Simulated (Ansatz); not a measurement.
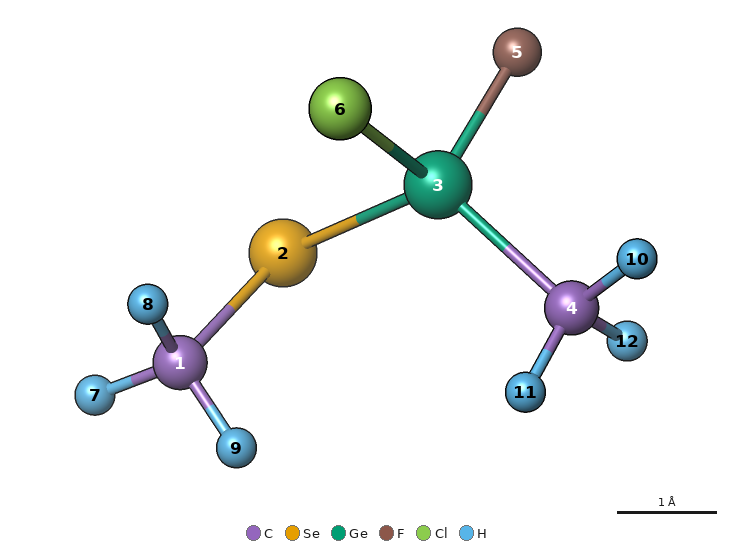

The atoms are numbered. The computed structure is the end point of a PBE0-D4/def2-TZVP optimisation. No frequency run is at hand to confirm it as a minimum.

Give the bond lengths.

```
   bond  length (Å)
 C1–Se2       1.959
  C1–H7       1.089
  C1–H8       1.088
  C1–H9       1.088
Se2–Ge3       2.327
 Ge3–C4       1.931
 Ge3–F5       1.734
Ge3–Cl6       2.154
 C4–H10       1.090
 C4–H11       1.090
 C4–H12       1.090
```
